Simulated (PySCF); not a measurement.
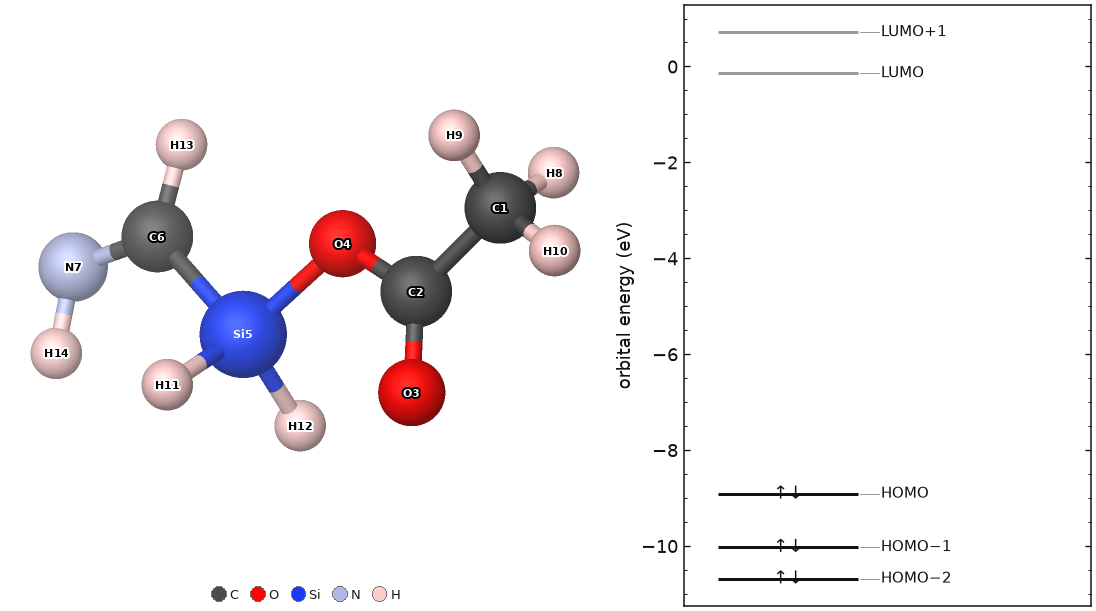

C₃H₇NO₂Si. Kohn-Sham orbital energies near the frontier, CAM-B3LYP/def2-SVPD, PySCF, at a PBE0-D3(BJ)/def2-SVP geometry (no frequency check), isolated molecule; empty levels in grey, levels within 0.03 eV side by side.

**Where do the frontier orbitals lie?**

HOMO at −8.91 eV, LUMO at −0.14 eV, 8.77 eV apart.

**How does −ε(HOMO) compare with the ΔSCF vertical ionisation energy at this level?**

−ε(HOMO) is 8.91 eV, the ΔSCF value 9.88 eV; the orbital energy is 0.96 eV too shallow.

**On which atoms do HOMO and LUMO mostly sit?**

HOMO: N7 50 %, C6 21 %, Si5 10 %. LUMO: C6 34 %, N7 32 %, Si5 14 % (Löwdin shares).

Known limits of this run: one conformer of a flexible molecule; empty levels above zero depend strongly on the basis.
